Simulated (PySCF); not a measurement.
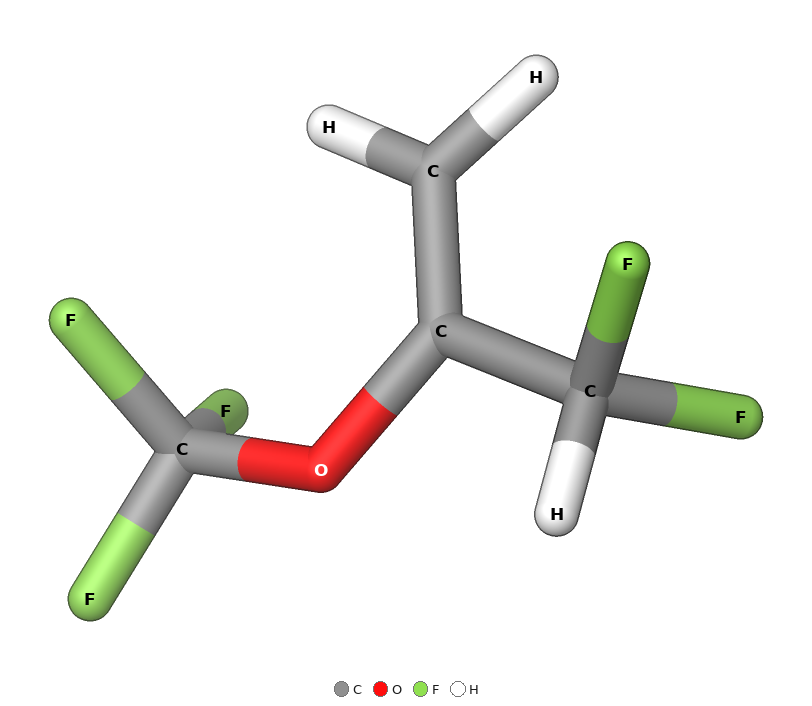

Computed geometry: GFN2-xTB optimisation. No frequency run is at hand to confirm it as a minimum. Properties computed with PBE0/pcSseg-1, gas phase (PySCF 2.14.0).

What does the calculation give?

The species is C4H3F5O (`C=C(OC(F)(F)F)C(F)F`).
- dipole moment: 0.58 D
- HOMO energy (Kohn–Sham orbital): −8.39 eV
- LUMO energy (Kohn–Sham orbital): −0.90 eV
- HOMO–LUMO gap: 7.49 eV
